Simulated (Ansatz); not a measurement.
Consider SbS4.

Input

```
crystal:
  lattice:
    - [-3.0869405265, 3.0869405265, 3.0869405265]
    - [3.0869405265, -3.0869405265, 3.0869405265]
    - [3.0869405265, 3.0869405265, -3.0869405265]
  atoms:
    - { symbol: Sb, position: [0.0, 0.0, 0.0] }
    - { symbol: S, position: [0.5, 0.5, 0.5] }
    - { symbol: S, position: [0.0, 0.0, 0.5] }
    - { symbol: S, position: [0.0, 0.5, 0.0] }
    - { symbol: S, position: [0.5, 0.0, 0.0] }
basis:
  ecutwfc: 420
kpoints:
  mp_grid: { grid: [8, 8, 8] }
hamiltonian:
  xc: pbe
scf:
  occupations: { method: gaussian, width: 0.1 }
output:
  forces: true
  stress: true
  eigenvalues: true
  write_density: true
  write_potential: true
  elf: true
  volumetric_format: npy
relax:
  adjacent_minimum: "off"
  f_tol: 0.01
  max_steps: 80
  cell: { stress_tol: 0.05 }
```

Run with:

```sh
ansatz run input.yaml --threads 1 --pin off --max-ram 2048MiB --backend cpu --events-out ev --progress --plain --runs-dir out
```

Below, planes, directions and counts refer to the conventional cell (a = 6.18 Å, b = 6.18 Å, c = 6.18 Å, α = 90.00°, β = 90.00°, γ = 90.00°).

The fields are those of the relaxed geometry.

Space group Im-3m; a structure generated by program, which may or may not match a known phase; computed without spin polarisation.

The calculation used Ansatz 0.2.0, DFT PBE, scalar-relativistic, plane waves, PAW.

Predict the valence pseudo-density and electron localisation function between the atoms.

Sb–S (2.68 Å): the density is about 0.36 e/Å³ at the midpoint; the ELF peaks at about 0.85 in the valence shell of S, 0.8 Å from its nucleus, and is about 0.45 at the midpoint.

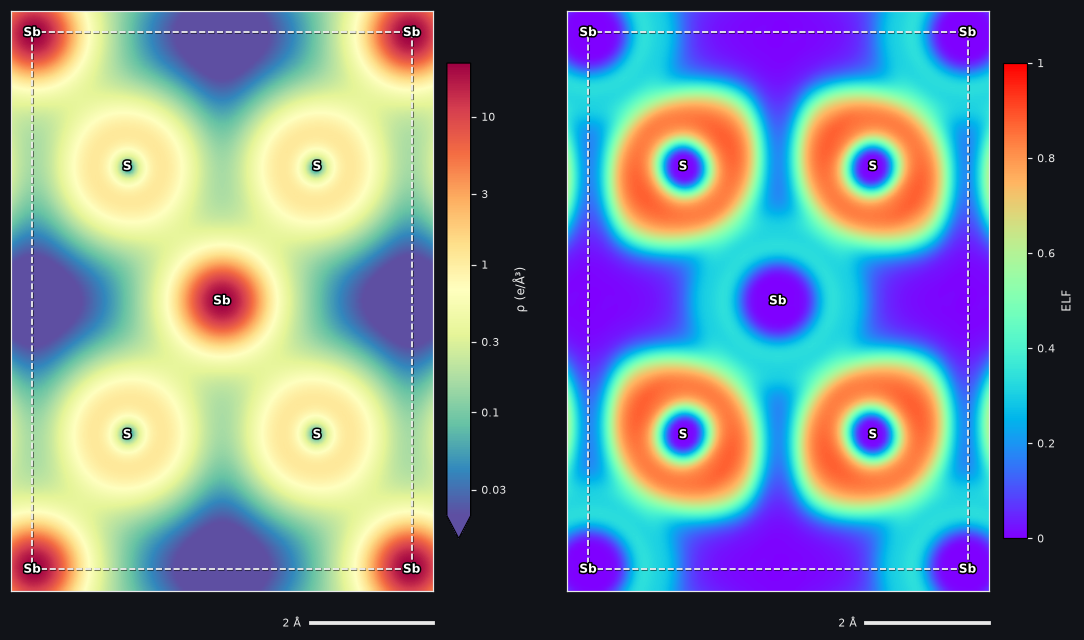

Computed valence pseudo-density and electron localisation function on the (101̄) plane of the conventional cell, in this order. 

In a PAW calculation such maps are meaningful between the atoms, not at the nuclei.
